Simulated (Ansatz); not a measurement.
Profile along the V–O line in SrVO3 (cubic perovskite)

SrVO₃ (cubic perovskite)

```xyz
5
Lattice="3.8407 0.0000 0.0000 0.0000 3.8407 0.0000 0.0000 0.0000 3.8407" Properties=species:S:1:pos:R:3 pbc="T T T"
Sr     0.0000     0.0000     0.0000
V      1.9203     1.9203     1.9203
O      0.0000     1.9203     1.9203
O      1.9203     1.9203     0.0000
O      1.9203     0.0000     1.9203
```

Fields along a shortest V–O line of a {100} plane (1.92 Å), from V to O, interpolated on the slice's grid (step about 0.1 Å). Calculation: r2SCAN (plane waves to 500 eV, PAW, scalar-relativistic; Ansatz, an electronic-structure program). k mesh 12×12×12. Near the nuclei the fields are pseudised (PAW); where an atom keeps semicore shells as valence, they peak there. Relaxed SrVO3 ends ferromagnetic. SrVO3 is run spin-polarised and with no Hubbard U. SrVO3 was relaxed with its symmetry unable to fall. Other magnetic orders were not checked, so this need not be the ground state.

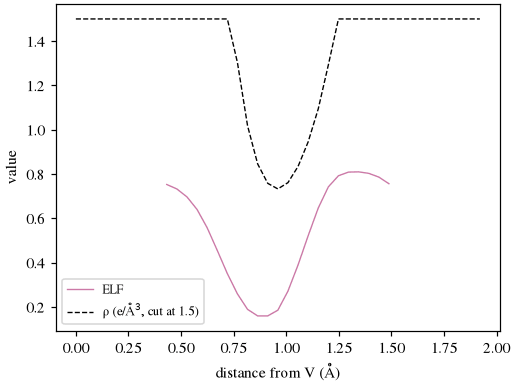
Figure. ELF (away from the nuclei) and valence density from V to O.

Density on the V–O line (1.92 Å) at its midpoint: 0.73 e/Å³. ELF at that point: 0.19.
